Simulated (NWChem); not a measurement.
# BNH3O (SMILES N[B]O) at UPBE0/6-31+G(d) (spherical functions)

What is the vertical ionisation energy of BNH3O at UPBE0/6-31+G* (spherical functions)? 

The calculation is run with NWChem 7.3.0.

## (1) The structure to begin with

BNH3O: 6 atoms, total charge 0, spin state doublet. As SMILES, `N[B]O`. The shape is that of a PBE0-D4/def2-TZVP optimisation. This is one conformer, not always the lowest.

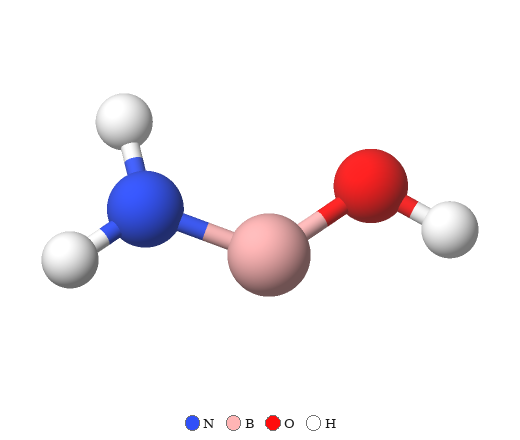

Viewed from a chosen angle; nitrogen blue, boron pink, oxygen red, hydrogen white.

## (2) The energy at UPBE0/6-31+G(d) (spherical functions)

Input file bh3no.nw:

```
START bh3no
TITLE "BH3NO PBE0"
memory stack 880 mb heap 220 mb global 1100 mb

GEOMETRY units angstroms noautosym nocenter noautoz
  N    -0.781300    0.184600   -0.560400
  B     0.032600   -0.490400    0.341500
  O     1.270200   -0.047100    0.684600
  H    -1.694900   -0.139800   -0.815500
  H    -0.498900    1.042700   -1.012000
  H     1.714300   -0.614000    1.315700
END

BASIS "ao basis" spherical bse
  * library 6-31+G*
END

DFT
  xc pbe0
  mult 2
  grid fine
  convergence energy 1e-08
  iterations 100
  mulliken
  print low
END

TASK dft
```

On the command line:

```console
$ nwchem bh3no.nw > bh3no.out
```

The program printed:

```text
[...]
 d= 0,ls=0.0,diis     1   -156.3938030029 -2.18D+02  1.01D-02  1.45D-01     0.7
[...]
 d= 0,ls=0.0,diis    11   -156.4680297796 -6.81D-09  2.62D-07  2.95D-10     6.8
[...]
         Total DFT energy =     -156.468029779576
      One electron energy =     -334.293182357494
           Coulomb energy =      136.914191581816
    Exchange-Corr. energy =      -20.527503508765
 Nuclear repulsion energy =       61.438464504867
[...]
      Total Density - Mulliken Population Analysis
     ---------------------------------------------
    Atom       Charge   Shell Charges
 -----------   ------   -------------------------------------------------------
    1 N    7     8.04   2.00  0.76  2.55  0.86  1.64  0.03  0.20  0.02
    2 B    5     4.48   2.00  0.54  1.35  0.19  0.19  0.08  0.03  0.11
    3 O    8     8.80   2.00  0.90  2.94  0.95  1.73  0.09  0.17  0.02
    4 H    1     0.58   0.50  0.08
    5 H    1     0.60   0.50  0.10
    6 H    1     0.49   0.47  0.02
[...]
      <S2> =      0.7526 (Exact =     0.7500)
[...]
```

It took 7.5 s on 1 thread of Intel Xeon 6975P-C (Granite Rapids), shared host; peak memory 0.11 GiB.

## (3) The singlet cation at the same level

Input file mymol.nw:

```
START mymol
memory total 2200 mb
charge 1
GEOMETRY noautosym nocenter noautoz
 N    -0.781300    0.184600   -0.560400
 B     0.032600   -0.490400    0.341500
 O     1.270200   -0.047100    0.684600
 H    -1.694900   -0.139800   -0.815500
 H    -0.498900    1.042700   -1.012000
 H     1.714300   -0.614000    1.315700
END
BASIS spherical bse
 * library 6-31+G*
END
DFT
 xc pbe0
 grid fine
 convergence energy 1e-08
 iterations 100
 mulliken
 noprint "final vectors analysis"
END
TASK dft energy
```

On the command line:

```console
$ nwchem mymol.nw > mymol.out
```

The program printed:

```text
[...]
          Wavefunction type:  closed shell.
          No. of atoms     :     6
          No. of electrons :    22
[...]
          Charge           :     1
          Spin multiplicity:     1
[...]
          AO basis - number of functions:    60
[...]
              XC Information
              --------------
                         PBE0 Method XC Functional
                     Hartree-Fock (Exact) Exchange  0.250
          PerdewBurkeErnzerhof Exchange Functional  0.750
            Perdew 1991 LDA Correlation Functional  1.000 local
           PerdewBurkeErnz. Correlation Functional  1.000 non-local
[...]
 d= 0,ls=0.0,diis     1   -155.8894755151 -2.17D+02  3.34D-02  2.71D+00     0.6
[...]
 d= 0,ls=0.0,diis    10   -156.1675667535 -4.61D-09  6.47D-07  4.60D-09     4.0
         Total DFT energy =     -156.167566753498
      One electron energy =     -327.835912068641
           Coulomb energy =      130.424048028164
    Exchange-Corr. energy =      -20.194167217888
 Nuclear repulsion energy =       61.438464504867
[...]
      Total Density - Mulliken Population Analysis
     ---------------------------------------------
    Atom       Charge   Shell Charges
 -----------   ------   -------------------------------------------------------
    1 N    7     7.93   2.00  0.76  2.56  0.87  1.60  0.02  0.11  0.02
    2 B    5     4.02   2.00  0.58  1.24  0.03  0.07 -0.01  0.01  0.10
    3 O    8     8.59   2.00  0.92  2.90  0.95  1.66  0.07  0.08  0.02
    4 H    1     0.52   0.48  0.04
    5 H    1     0.50   0.47  0.03
    6 H    1     0.44   0.45 -0.01
[...]
```

It took 4.5 s on 1 thread of Intel Xeon 6975P-C (Granite Rapids), shared host; peak memory 0.11 GiB.

## (4) What came out

Level: UPBE0/6-31+G* (spherical functions).

```
                                          quantity          value
                       doublet BNH3O: total energy  -156.46803 Eh
                               doublet BNH3O: ⟨S²⟩          0.753
                      singlet cation: total energy  -156.16757 Eh
vertical ionisation energy (to the singlet cation)       8.176 eV
```

What this shows: The vertical ionisation energy comes to 8.18 eV (789 kJ/mol). Only the singlet of the ionised species was computed; a triplet could lie lower. Mulliken charges (doublet BNH3O) run from -1.04 on N1 to +0.52 on B2; in a basis this large or diffuse they mean little.
